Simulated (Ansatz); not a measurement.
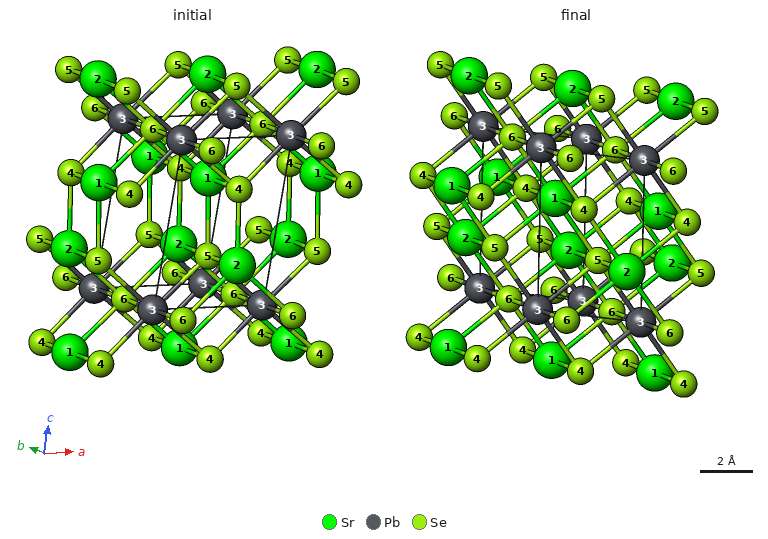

The structure of solid Sr$_{2}$PbSe$_{3}$ (built on the Li2CeO3-65 type type) before (left) and after (right) a relaxation, at one scale.

A ball-and-stick model of the cell of the calculation, reduced to other axes, seen slightly off an axis. Lengths and directions refer to the drawn axes.

Case: shaken.

The calculation used Ansatz, DFT, PBEsol, plane waves, PAW. Settings: plane-wave cutoff 420 eV; k-point mesh 4 × 4 × 4; occupations fermi dirac; smearing width 0.05 eV; no spin polarisation; cell and atoms relaxed; force threshold 0.01 eV/Å; at most 120 steps.

Q: Describe what moved and what it gained.

A: Over 10 accepted moves (11 points after the start) the energy falls by 151 meV per atom. The largest force component goes from 0.35 to 0.00066 eV/Å. The pressure goes from −0.06 to 0.00 GPa. At 1 point the geometry stayed and the basis and grid were re-selected for the new cell (energy shift of less than 0.05 meV per atom at most each time). The largest move relative to the cell is that of Se4, 0.76 Å roughly along [−3 −1 −1]. Largest moves by element: Se 0.76 Å, Sr 0.70 Å, Pb 0.04 Å. The drawn cell changes as follows: a 4.559 → 4.366 Å (−4.2 %), b 6.154 → 6.171 Å (+0.3 %), c 7.708 → 7.563 Å (−1.9 %), α 113.3° → 114.1°, β 90.4° → 106.8°, γ 90.6° → 90.0°; the volume changes by −11.1 %. Some distances before and after: Sr1–Se5 5.481 → 3.097 Å, Pb3–Se4 2.955 → 3.089 Å, Sr2–Se4 2.984 → 3.097 Å, Sr1–Se6 3.012 → 3.077 Å. New bonds form: Sr1–Se5 (5.48 → 3.10 Å), Sr2–Se4 (5.48 → 3.10 Å). Bond angles that change, for instance: Sr2–Se4–Pb3 129.3° → 179.9°, Se4–Sr2–Se6 130.9° → 179.6°, Sr1–Se5–Pb3 131.8° → 179.9°. The space group (tolerance 0.01 Å) goes from P1 (No. 1) to Immm (No. 71).
